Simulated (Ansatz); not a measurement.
**CH₇NSn: Born-Oppenheimer dynamics**

Aim: follow CH₇NSn for 20 steps at constant energy (300 K) and see how far bonds stretch and how energy moves between motion and potential.

Method: BLYP/def2-SVP; program: Ansatz 0.2.0, Gaussian basis.

### 1 The relaxed structure

An earlier PBE0-D4 in a triple-zeta def2 set relaxation fixed the geometry. Sn takes the def2 core potential; no spin-orbit term is included.

SMILES `N[CH2][SnH3]`, 10 atoms, charge 0, spin multiplicity 1.

Atoms are counted from 1 here; the program's logs count them from 0.

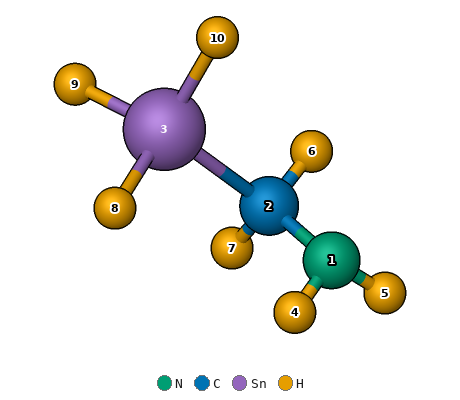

The geometry (nitrogen teal, carbon blue, tin purple, hydrogen amber); atoms are numbered from 1 in the order of the file.

### 2 The run

Input file in.yaml:

```yaml
crystal:
  periodic: [false, false, false]
  atoms:
    - {symbol: N, position_ang: [-0.704267, 0.228672, -1.411401]}
    - {symbol: C, position_ang: [-0.329967, 0.748837, -0.105474]}
    - {symbol: Sn, position_ang: [0.891116, -0.705018, 0.918223]}
    - {symbol: H, position_ang: [-1.300212, -0.584412, -1.324952]}
    - {symbol: H, position_ang: [-1.219049, 0.918164, -1.946411]}
    - {symbol: H, position_ang: [0.296343, 1.634081, -0.239822]}
    - {symbol: H, position_ang: [-1.166504, 1.039616, 0.544654]}
    - {symbol: H, position_ang: [0.112264, -2.225911, 0.809673]}
    - {symbol: H, position_ang: [1.073242, -0.293767, 2.569646]}
    - {symbol: H, position_ang: [2.429933, -0.811361, 0.188963]}
basis:
  gaussian: {orbitals: def2-SVP}
hamiltonian: {xc: {name: BLYP}}
md: {timestep: 0.5 fs, n_steps: 20, ensemble: nve, temperature: 300, initial_velocities: maxwell_boltzmann, seed: 837}
```

Started as:

```bash
ansatz run in.yaml --threads 2 --pin off --events-out ev --progress --plain --max-ram 4352MiB
```

Log:

```text
Functional definition: BLYP
  name "BLYP"
  cite "Becke, Phys. Rev. A 38, 3098 (1988) doi:10.1103/PhysRevA.38.3098"
  cite "Lee, Yang & Parr, Phys. Rev. B 37, 785 (1988) doi:10.1103/PhysRevB.37.785"
  parameter beta = 0.0042
  parameter a = 0.04918
  parameter b = 0.132
  parameter c = 0.2533
  parameter d = 0.349
  exchange = b88_x(beta = beta)
  correlation = lyp_c(a = a, b = b, c = c, d = d)
1027 factors; their error is unknown
mean field evaluation 1: about -8455.8159 eV, gradient 6.6e1 eV
mean field evaluation 2: about -8371.1032 eV, gradient 1.5e2 eV
mean field evaluation 4: about -8465.8721 eV, gradient 9.4e0 eV
mean field evaluation 8: about -8466.1228 eV, gradient 3.0e-1 eV
mean field evaluation 16: about -8466.0874 eV, gradient 1.5e-4 eV
mean field -8466.08741546 eV, -311.1229739982 hartree, gradient 2.7e-5 eV, S^2 0.000000; 0 other end points of the search recorded, 0 dependent functions left out
the calculation of the forces begins
reference -8466.08777229 eV, -311.1229871113 hartree; 21, 21 occupied and 68, 68 virtual orbitals, 1027 factors
md step     0: t =     0.00 fs  T =   300.0 K  F+E_penalty+E_count = -8466.08741546 eV  E_kin = 0.310224 eV  conserved = -8465.77719147 eV  (26 SCF iters)
these checks for a lower state are left out or cut short: starts, cluster_reference, orbital_swaps, neighbouring_geometries, increment
1027 factors; their error is unknown
mean field -8466.09690334 eV, -311.1233226713 hartree, gradient 1.3e-5 eV, S^2 0.000000; 0 other end points of the search recorded, 0 dependent functions left out
the calculation of the forces begins
reference -8466.09726079 eV, -311.1233358071 hartree; 21, 21 occupied and 68, 68 virtual orbitals, 1027 factors
md step     1: t =     0.50 fs  T =   309.1 K  F+E_penalty+E_count = -8466.09690334 eV  E_kin = 0.319595 eV  conserved = -8465.77730822 eV  (28 SCF iters)
these checks for a lower state are left out or cut short: starts, cluster_reference, orbital_swaps, neighbouring_geometries, increment
1027 factors; their error is unknown
mean field evaluation 32: about -8466.0986 eV, gradient 1.3e-5 eV
mean field -8466.09856896 eV, -311.1233838816 hartree, gradient 1.3e-5 eV, S^2 0.000000; 0 other end points of the search recorded, 0 dependent functions left out
the calculation of the forces begins
reference -8466.09892704 eV, -311.1233970409 hartree; 21, 21 occupied and 68, 68 virtual orbitals, 1027 factors
md step     2: t =     1.00 fs  T =   310.6 K  F+E_penalty+E_count = -8466.09856896 eV  E_kin = 0.321206 eV  conserved = -8465.77736331 eV  (28 SCF iters)
these checks for a lower state are left out or cut short: starts, cluster_reference, orbital_swaps, neighbouring_geometries, increment
1027 factors; their error is unknown
mean field -8466.09137571 eV, -311.1231195344 hartree, gradient 1.3e-5 eV, S^2 0.000000; 0 other end points of the search recorded, 0 dependent functions left out
the calculation of the forces begins
reference -8466.09173443 eV, -311.1231327172 hartree; 21, 21 occupied and 68, 68 virtual orbitals, 1027 factors
md step     3: t =     1.50 fs  T =   303.7 K  F+E_penalty+E_count = -8466.09137571 eV  E_kin = 0.314046 eV  conserved = -8465.77733020 eV  (28 SCF iters)
these checks for a lower state are left out or cut short: starts, cluster_reference, orbital_swaps, neighbouring_geometries, increment
1027 factors; their error is unknown
mean field -8466.07568117 eV, -311.1225427709 hartree, gradient 1.3e-5 eV, S^2 0.000000; 0 other end points of the search recorded, 0 dependent functions left out
the calculation of the forces begins
reference -8466.07604052 eV, -311.1225559766 hartree; 21, 21 occupied and 68, 68 virtual orbitals, 1027 factors
md step     4: t =     2.00 fs  T =   288.6 K  F+E_penalty+E_count = -8466.07568117 eV  E_kin = 0.298474 eV  conserved = -8465.77720683 eV  (30 SCF iters)
these checks for a lower state are left out or cut short: starts, cluster_reference, orbital_swaps, neighbouring_geometries, increment
1027 factors; their error is unknown
mean field -8466.05329045 eV, -311.1217199271 hartree, gradient 1.4e-5 eV, S^2 0.000000; 0 other end points of the search recorded, 0 dependent functions left out
the calculation of the forces begins
reference -8466.05365041 eV, -311.1217331552 hartree; 21, 21 occupied and 68, 68 virtual orbitals, 1027 factors
md step     5: t =     2.50 fs  T =   267.2 K  F+E_penalty+E_count = -8466.05329045 eV  E_kin = 0.276275 eV  conserved = -8465.77701510 eV  (29 SCF iters)
these checks for a lower state are left out or cut short: starts, cluster_reference, orbital_swaps, neighbouring_geometries, increment
1027 factors; their error is unknown
mean field -8466.02712695 eV, -311.1207584360 hartree, gradient 1.4e-5 eV, S^2 0.000000; 0 other end points of the search recorded, 0 dependent functions left out
the calculation of the forces begins
reference -8466.02748752 eV, -311.1207716867 hartree; 21, 21 occupied and 68, 68 virtual orbitals, 1027 factors
md step     6: t =     3.00 fs  T =   242.1 K  F+E_penalty+E_count = -8466.02712695 eV  E_kin = 0.250334 eV  conserved = -8465.77679247 eV  (29 SCF iters)
these checks for a lower state are left out or cut short: starts, cluster_reference, orbital_swaps, neighbouring_geometries, increment
1027 factors; their error is unknown
mean field evaluation 64: about -8466.0006 eV, gradient 1.0e-4 eV
mean field -8466.00063973 eV, -311.1197850487 hartree, gradient 1.4e-5 eV, S^2 0.000000; 0 other end points of the search recorded, 0 dependent functions left out
the calculation of the forces begins
reference -8466.00100093 eV, -311.1197983224 hartree; 21, 21 occupied and 68, 68 virtual orbitals, 1027 factors
md step     7: t =     3.50 fs  T =   216.7 K  F+E_penalty+E_count = -8466.00063973 eV  E_kin = 0.224057 eV  conserved = -8465.77658242 eV  (29 SCF iters)
these checks for a lower state are left out or cut short: starts, cluster_reference, orbital_swaps, neighbouring_geometries, increment
1027 factors; their error is unknown
mean field -8465.97711110 eV, -311.1189203875 hartree, gradient 1.5e-5 eV, S^2 0.000000; 0 other end points of the search recorded, 0 dependent functions left out
the calculation of the forces begins
reference -8465.97747294 eV, -311.1189336851 hartree; 21, 21 occupied and 68, 68 virtual orbitals, 1027 factors
md step     8: t =     4.00 fs  T =   194.1 K  F+E_penalty+E_count = -8465.97711110 eV  E_kin = 0.200687 eV  conserved = -8465.77642360 eV  (29 SCF iters)
these checks for a lower state are left out or cut short: starts, cluster_reference, orbital_swaps, neighbouring_geometries, increment
1027 factors; their error is unknown
mean field -8465.95903371 eV, -311.1182560558 hartree, gradient 1.5e-5 eV, S^2 0.000000; 0 other end points of the search recorded, 0 dependent functions left out
the calculation of the forces begins
reference -8465.95939623 eV, -311.1182693780 hartree; 21, 21 occupied and 68, 68 virtual orbitals, 1027 factors
md step     9: t =     4.50 fs  T =   176.7 K  F+E_penalty+E_count = -8465.95903371 eV  E_kin = 0.182691 eV  conserved = -8465.77634261 eV  (30 SCF iters)
these checks for a lower state are left out or cut short: starts, cluster_reference, orbital_swaps, neighbouring_geometries, increment
1027 factors; their error is unknown
mean field -8465.94768837 eV, -311.1178391223 hartree, gradient 1.6e-5 eV, S^2 0.000000; 0 other end points of the search recorded, 0 dependent functions left out
the calculation of the forces begins
reference -8465.94805156 eV, -311.1178524690 hartree; 21, 21 occupied and 68, 68 virtual orbitals, 1027 factors
md step    10: t =     5.00 fs  T =   165.7 K  F+E_penalty+E_count = -8465.94768837 eV  E_kin = 0.171342 eV  conserved = -8465.77634649 eV  (28 SCF iters)
these checks for a lower state are left out or cut short: starts, cluster_reference, orbital_swaps, neighbouring_geometries, increment
1027 factors; their error is unknown
mean field -8465.94302107 eV, -311.1176676020 hartree, gradient 1.6e-5 eV, S^2 0.000000; 0 other end points of the search recorded, 0 dependent functions left out
the calculation of the forces begins
reference -8465.94338489 eV, -311.1176809722 hartree; 21, 21 occupied and 68, 68 virtual orbitals, 1027 factors
md step    11: t =     5.50 fs  T =   161.1 K  F+E_penalty+E_count = -8465.94302107 eV  E_kin = 0.166598 eV  conserved = -8465.77642269 eV  (30 SCF iters)
these checks for a lower state are left out or cut short: starts, cluster_reference, orbital_swaps, neighbouring_geometries, increment
1027 factors; their error is unknown
mean field evaluation 96: about -8465.9815 eV, gradient 7.2e-1 eV
mean field -8465.94384831 eV, -311.1176980025 hartree, gradient 1.6e-5 eV, S^2 0.000000; 0 other end points of the search recorded, 0 dependent functions left out
the calculation of the forces begins
reference -8465.94421271 eV, -311.1177113940 hartree; 21, 21 occupied and 68, 68 virtual orbitals, 1027 factors
md step    12: t =     6.00 fs  T =   161.8 K  F+E_penalty+E_count = -8465.94384831 eV  E_kin = 0.167309 eV  conserved = -8465.77653948 eV  (29 SCF iters)
these checks for a lower state are left out or cut short: starts, cluster_reference, orbital_swaps, neighbouring_geometries, increment
1027 factors; their error is unknown
mean field -8465.94836046 eV, -311.1178638209 hartree, gradient 1.7e-5 eV, S^2 0.000000; 0 other end points of the search recorded, 0 dependent functions left out
the calculation of the forces begins
reference -8465.94872533 eV, -311.1178772296 hartree; 21, 21 occupied and 68, 68 virtual orbitals, 1027 factors
md step    13: t =     6.50 fs  T =   166.0 K  F+E_penalty+E_count = -8465.94836046 eV  E_kin = 0.171707 eV  conserved = -8465.77665393 eV  (29 SCF iters)
these checks for a lower state are left out or cut short: starts, cluster_reference, orbital_swaps, neighbouring_geometries, increment
1027 factors; their error is unknown
mean field -8465.95479224 eV, -311.1181001844 hartree, gradient 1.7e-5 eV, S^2 0.000000; 0 other end points of the search recorded, 0 dependent functions left out
the calculation of the forces begins
reference -8465.95515744 eV, -311.1181136054 hartree; 21, 21 occupied and 68, 68 virtual orbitals, 1027 factors
md step    14: t =     7.00 fs  T =   172.2 K  F+E_penalty+E_count = -8465.95479224 eV  E_kin = 0.178066 eV  conserved = -8465.77672636 eV  (30 SCF iters)
these checks for a lower state are left out or cut short: starts, cluster_reference, orbital_swaps, neighbouring_geometries, increment
1027 factors; their error is unknown
mean field -8465.96203554 eV, -311.1183663709 hartree, gradient 1.7e-5 eV, S^2 0.000000; 0 other end points of the search recorded, 0 dependent functions left out
the calculation of the forces begins
reference -8465.96240093 eV, -311.1183797986 hartree; 21, 21 occupied and 68, 68 virtual orbitals, 1027 factors
md step    15: t =     7.50 fs  T =   179.2 K  F+E_penalty+E_count = -8465.96203554 eV  E_kin = 0.185298 eV  conserved = -8465.77673734 eV  (30 SCF iters)
these checks for a lower state are left out or cut short: starts, cluster_reference, orbital_swaps, neighbouring_geometries, increment
1027 factors; their error is unknown
mean field evaluation 128: about -8465.9699 eV, gradient 2.1e-3 eV
mean field -8465.96992996 eV, -311.1186564856 hartree, gradient 1.7e-5 eV, S^2 0.000000; 0 other end points of the search recorded, 0 dependent functions left out
the calculation of the forces begins
reference -8465.97029537 eV, -311.1186699143 hartree; 21, 21 occupied and 68, 68 virtual orbitals, 1027 factors
md step    16: t =     8.00 fs  T =   186.9 K  F+E_penalty+E_count = -8465.96992996 eV  E_kin = 0.193230 eV  conserved = -8465.77670029 eV  (29 SCF iters)
these checks for a lower state are left out or cut short: starts, cluster_reference, orbital_swaps, neighbouring_geometries, increment
1027 factors; their error is unknown
mean field -8465.97904650 eV, -311.1189915120 hartree, gradient 1.7e-5 eV, S^2 0.000000; 0 other end points of the search recorded, 0 dependent functions left out
the calculation of the forces begins
reference -8465.97941178 eV, -311.1190049359 hartree; 21, 21 occupied and 68, 68 virtual orbitals, 1027 factors
1027 factors; their error is unknown
mean field -8465.97904650 eV, -311.1189915120 hartree, gradient 2.6e-5 eV, S^2 0.000000; 1 other end points of the search recorded, 0 dependent functions left out
the calculation of the forces begins
reference -8465.97941178 eV, -311.1190049359 hartree; 21, 21 occupied and 68, 68 virtual orbitals, 1027 factors
md step    17: t =     8.50 fs  T =   195.7 K  F+E_penalty+E_count = -8465.97904650 eV  E_kin = 0.202387 eV  conserved = -8465.77665938 eV  (27 SCF iters)
these checks for a lower state are left out or cut short: starts, cluster_reference, orbital_swaps, neighbouring_geometries, increment
1027 factors; their error is unknown
mean field evaluation 160: about -8465.9900 eV, gradient 9.8e-5 eV
mean field -8465.99000774 eV, -311.1193943301 hartree, gradient 1.7e-5 eV, S^2 0.000000; 0 other end points of the search recorded, 0 dependent functions left out
the calculation of the forces begins
reference -8465.99037274 eV, -311.1194077439 hartree; 21, 21 occupied and 68, 68 virtual orbitals, 1027 factors
md step    18: t =     9.00 fs  T =   206.3 K  F+E_penalty+E_count = -8465.99000774 eV  E_kin = 0.213338 eV  conserved = -8465.77666966 eV  (29 SCF iters)
these checks for a lower state are left out or cut short: starts, cluster_reference, orbital_swaps, neighbouring_geometries, increment
1027 factors; their error is unknown
mean field -8466.00266144 eV, -311.1198593453 hartree, gradient 1.7e-5 eV, S^2 0.000000; 0 other end points of the search recorded, 0 dependent functions left out
the calculation of the forces begins
reference -8466.00302603 eV, -311.1198727437 hartree; 21, 21 occupied and 68, 68 virtual orbitals, 1027 factors
md step    19: t =     9.50 fs  T =   218.5 K  F+E_penalty+E_count = -8466.00266144 eV  E_kin = 0.225897 eV  conserved = -8465.77676454 eV  (28 SCF iters)
these checks for a lower state are left out or cut short: starts, cluster_reference, orbital_swaps, neighbouring_geometries, increment
1027 factors; their error is unknown
mean field -8466.01557518 eV, -311.1203339164 hartree, gradient 1.7e-5 eV, S^2 0.000000; 0 other end points of the search recorded, 0 dependent functions left out
the calculation of the forces begins
reference -8466.01593920 eV, -311.1203472939 hartree; 21, 21 occupied and 68, 68 virtual orbitals, 1027 factors
1027 factors; their error is unknown
mean field evaluation 192: about -8466.0156 eV, gradient 9.3e-4 eV
mean field -8466.01557518 eV, -311.1203339164 hartree, gradient 2.6e-5 eV, S^2 0.000000; 1 other end points of the search recorded, 0 dependent functions left out
the calculation of the forces begins
reference -8466.01593920 eV, -311.1203472939 hartree; 21, 21 occupied and 68, 68 virtual orbitals, 1027 factors
md step    20: t =    10.00 fs  T =   230.8 K  F+E_penalty+E_count = -8466.01557518 eV  E_kin = 0.238640 eV  conserved = -8465.77693524 eV  (28 SCF iters)
Total energy: -8466.01593920 eV, -311.1203472939 hartree
Atom 0 at    -0.694188     0.233771    -1.439963 Å, force     0.894672     0.575309     0.248122 eV/Å
Atom 1 at    -0.361655     0.800074    -0.116493 Å, force    -0.638140    -1.241076    -0.019305 eV/Å
Atom 2 at     0.892458    -0.707454     0.920796 Å, force     0.551159    -0.600522     0.729976 eV/Å
Atom 3 at    -1.209719    -0.633146    -1.368541 Å, force    -0.410520    -0.572732     0.209364 eV/Å
Atom 4 at    -1.291489     0.876158    -1.952973 Å, force    -0.298237     0.376113    -0.367109 eV/Å
Atom 5 at     0.209771     1.720007    -0.202207 Å, force     0.390021     0.552671    -0.144462 eV/Å
Atom 6 at    -1.229701     0.979783     0.551368 Å, force    -0.127641     0.202883     0.140651 eV/Å
Atom 7 at     0.076840    -2.302226     1.037995 Å, force     0.146485     0.519522    -0.283927 eV/Å
Atom 8 at     1.305683    -0.452235     2.653665 Å, force    -0.203221     0.177668    -0.563197 eV/Å
Atom 9 at     2.444114    -0.906471     0.107652 Å, force    -0.304579     0.010165     0.049888 eV/Å
Dipole moment:    -0.397419     0.239330    -0.105425 e Å
```

Wall time 25 s (2 threads of Arm Neoverse V2, shared host).

### 3 Frames and traces

Every 1 steps, with energies from the start:

| time (fs) | T (K) | potential (meV) | conserved (meV) | Sn3–H8 (Å) |
| --- | --- | --- | --- | --- |
| 0.0 | 300 | 0.0 | 0.00 | 1.712 |
| 0.5 | 309 | -9.5 | -0.12 | 1.732 |
| 1.0 | 311 | -11.2 | -0.17 | 1.753 |
| 1.5 | 304 | -4.0 | -0.14 | 1.774 |
| 2.0 | 289 | 11.7 | -0.02 | 1.793 |
| 2.5 | 267 | 34.1 | 0.18 | 1.812 |
| 3.0 | 242 | 60.3 | 0.40 | 1.828 |
| 3.5 | 217 | 86.8 | 0.61 | 1.843 |
| 4.0 | 194 | 110.3 | 0.77 | 1.856 |
| 4.5 | 177 | 128.4 | 0.85 | 1.866 |
| 5.0 | 166 | 139.7 | 0.84 | 1.873 |
| 5.5 | 161 | 144.4 | 0.77 | 1.877 |
| 6.0 | 162 | 143.6 | 0.65 | 1.879 |
| 6.5 | 166 | 139.1 | 0.54 | 1.878 |
| 7.0 | 172 | 132.6 | 0.46 | 1.874 |
| 7.5 | 179 | 125.4 | 0.45 | 1.867 |
| 8.0 | 187 | 117.5 | 0.49 | 1.857 |
| 8.5 | 196 | 108.4 | 0.53 | 1.845 |
| 9.0 | 206 | 97.4 | 0.52 | 1.830 |
| 9.5 | 218 | 84.8 | 0.43 | 1.813 |
| 10.0 | 231 | 71.8 | 0.26 | 1.795 |

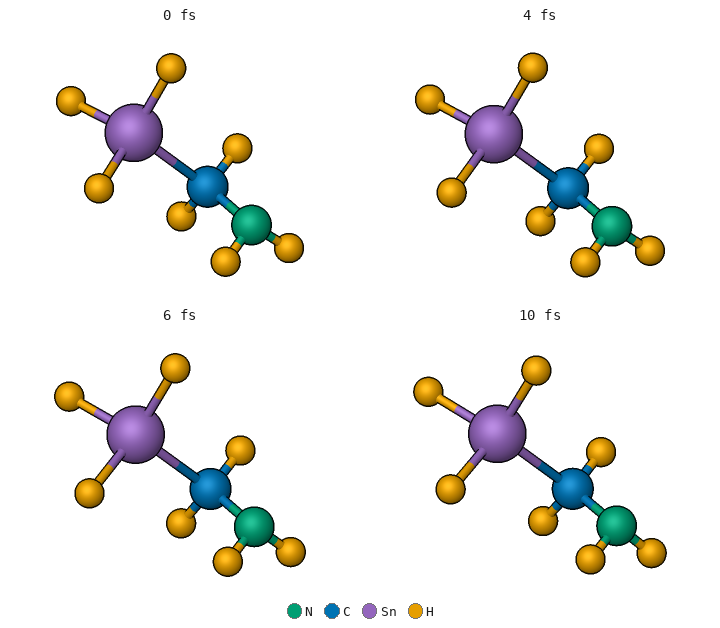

Four frames; sticks are those of the first frame.

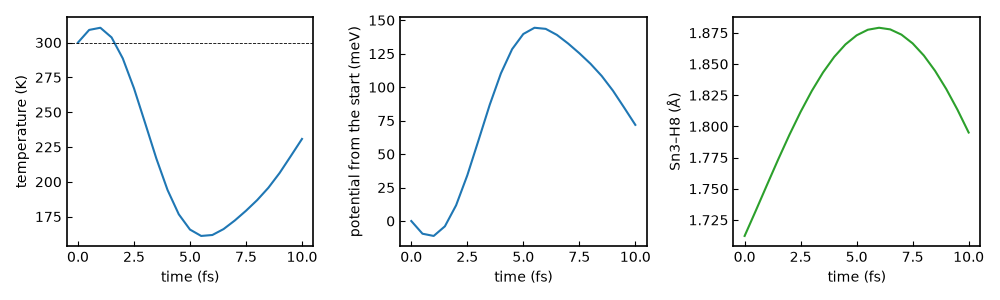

Temperature (the set value dashed), potential energy and the bond that swings most.

Positions (Å) and forces (eV/Å) at 10.0 fs:

```xyz
10

N    -0.694    0.234   -1.440    0.895    0.575    0.248
C    -0.362    0.800   -0.116   -0.638   -1.241   -0.019
Sn    0.892   -0.707    0.921    0.551   -0.601    0.730
H    -1.210   -0.633   -1.369   -0.411   -0.573    0.209
H    -1.291    0.876   -1.953   -0.298    0.376   -0.367
H     0.210    1.720   -0.202    0.390    0.553   -0.144
H    -1.230    0.980    0.551   -0.128    0.203    0.141
H     0.077   -2.302    1.038    0.146    0.520   -0.284
H     1.306   -0.452    2.654   -0.203    0.178   -0.563
H     2.444   -0.906    0.108   -0.305    0.010    0.050
```

### 4 Summary of results

```
                              quantity                          value
                                length             20 steps of 0.5 fs
     temperature, first and last frame                     300, 231 K
              temperature, second half  mean 186 K, from 161 to 231 K
                swing of the potential                        156 meV
largest change of the conserved energy                       0.85 meV
                       range of Sn3–H8               1.712 to 1.879 Å
```

What this shows: From 300 K at the start the temperature swings between 161 and 311 K: with 10 atoms it has no steady value yet; starting near a minimum, about half of the kinetic energy flows into the potential. The conserved energy moves by 0.85 meV, 0.5 % of the potential's swing, so the step is short enough for this stretch. Sn3–H8 swings most, by 0.17 Å; no bond breaks. A run of 10 fs gives no averages.
